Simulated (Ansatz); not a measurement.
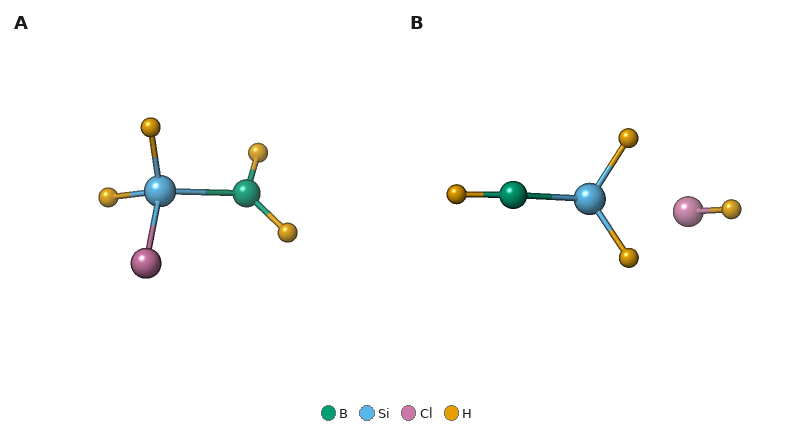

2 stationary structures of one formula. Geometries: PBE-D4/def2-SVP. Electronic energies: PBE-D4/def2-SVP (Ansatz 0.2.0), without zero-point energy. No frequency run is at hand to confirm each as a minimum. Each is one conformer, not always the lowest.

Rank them by energy, lowest first.

A is lowest (Cs); B lies 75.2 kcal/mol above it.
